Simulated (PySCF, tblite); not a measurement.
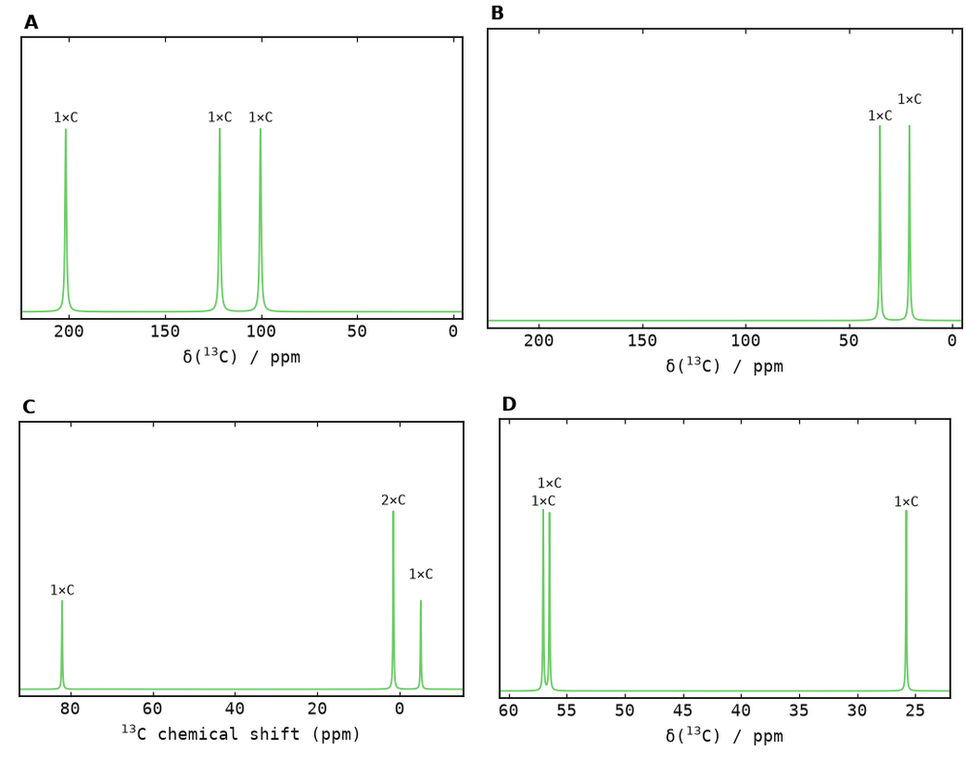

GIAO shifts, PBE0/pcSseg-1 with PySCF, at a GFN2-xTB geometry (a minimum by its frequencies), against TMS for ¹³C computed at the same level. Gas phase, fully decoupled, line heights follow the number of nuclei, widths are arbitrary (no quadrupolar broadening); values of one conformer, averaged over nuclei that symmetry, rotation about single bonds or inversion at nitrogen exchange, these motions taken as fast; other conformers aren't averaged in.

### Pair each panel with its molecule.
1. C₄H₁₀FNSi, SMILES N[Si@H](CF)C1CC1
2. C₃H₁₀N₂Si, SMILES N[C@H]1CN[SiH2]C1
3. C₂H₁₀BNSi, SMILES CB[SiH2]NC
4. C₃H₅FN₂Si, SMILES N#C/C=C(/F)[SiH2]N

A: 4 (201.7 (1 C), 121.5 (1 C), 100.3 (1 C) ppm)
B: 3 (35.0 (1 C), 20.7 (1 C) ppm)
C: 1 (81.9 (1 C), 1.5 (2 C), −5.1 (1 C) ppm)
D: 2 (57.0 (1 C), 56.5 (1 C), 25.8 (1 C) ppm)

Limits of at least one run: the tight-binding geometry is rougher than a DFT one and adds to the error.
